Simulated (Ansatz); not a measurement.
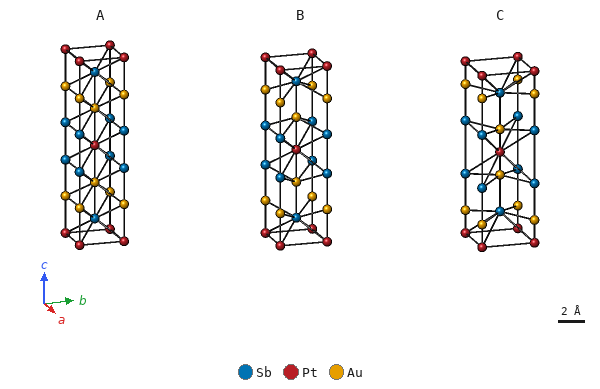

3 geometries from one relaxation of a crystal of Sb$_{2}$PtAu$_{2}$ (built on the K2NiO2-139 type type), in shuffled order. Style: ball-and-stick. Shown: the conventional cell (2 times the calculation's cell), slightly off an axis. Lengths and directions refer to the drawn axes.

Theory: Ansatz 0.2.0, DFT, PBEsol, plane waves, PAW. Settings: plane-wave cutoff 420 eV; k-point mesh 8 × 8 × 8; occupations fermi dirac; smearing width 0.03 eV; no spin polarisation; cell and atoms relaxed; force threshold 0.01 eV/Å; at most 120 steps.

Put them in the order of the run, from the start to the converged end.

Answer. C, B, A. They are steps 0, 5, 16, at +3969 meV per atom, +84.6 meV per atom relative to the last. The largest moves relative to the cell, 1.03 Å, are those of Au atoms. By element the largest moves are Au 1.03 Å, Sb 0.78 Å. Pt stays in place. Cell: a = b 4.263 → 3.620 Å (−15.1 %), c 13.841 → 14.821 Å (+7.1 %). Volume −22.8 %. Some distances before and after: Au–Au 4.430 → 2.929 Å, Sb–Sb 4.274 → 3.014 Å, Au–Pt 1.837 → 2.994 Å, Pt–Sb 3.695 → 2.970 Å. Among the angles between lasting bonds that change: Au–Sb–Au 168.6° → 119.7°, Sb–Au–Sb 168.6° → 119.7°, Au–Sb–Au 95.7° → 59.9°. The space group stays I4/mmm (No. 139). Over 14 accepted moves (16 points after the start) the energy falls by 3969 meV per atom. Largest force component: 41 eV/Å at the start, 0.00014 eV/Å at the end. Pressure: 56.37 GPa at the start and 0.00 GPa at the end. At 2 points the geometry stayed and the basis and grid were re-selected for the new cell (energy shift of 0.8 meV per atom at most each time).
